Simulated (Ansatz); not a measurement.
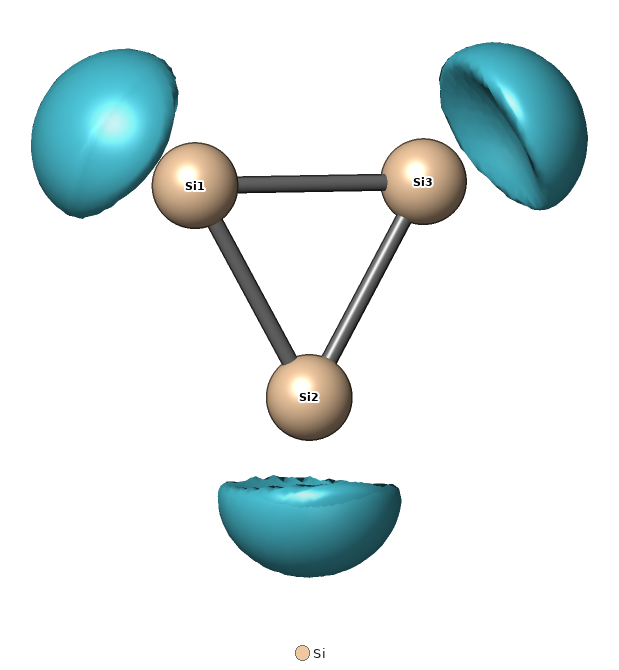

Si3 (charge +1, quartet). Isosurface of the ELF at 0.9 (cyan), seen at a tilt. Core shells and regions of very low density are left out.

Geometry: B3LYP-D4/def2-TZVP.

The calculation used Ansatz 0.2.0, UKS PBE0-D4/def2-TZVP.

Input

```
crystal:
  periodic: [false, false, false]
  atoms:
    - {symbol: Si, position_ang: [1.171245, -0.330356, 0.554002]}
    - {symbol: Si, position_ang: [-0.479474, -0.712748, -1.024378]}
    - {symbol: Si, position_ang: [-0.691772, 1.043104, 0.470376]}
basis:
  gaussian: {orbitals: def2-TZVP, initial_orbitals: start.molden}
total_charge: 1
magnetization: {spin_polarized: true, initial_magnetization: 3}
hamiltonian: {xc: pbe0, dispersion: d4}
output: {orbitals: {seedname: orbitals}}
```

Run with:

```sh
ansatz run in.yaml --threads 4 --pin off --events-out ev --progress --plain --max-ram 3916MiB
```

What do the ELF domains correspond to?

The ELF exceeds this value in three lobes on Si, pointing away from the bonds (non-bonding electrons). Along the contacts the grid gives the following. Si–Si (2.32 Å): the ELF peaks at about 0.75 between the atoms.
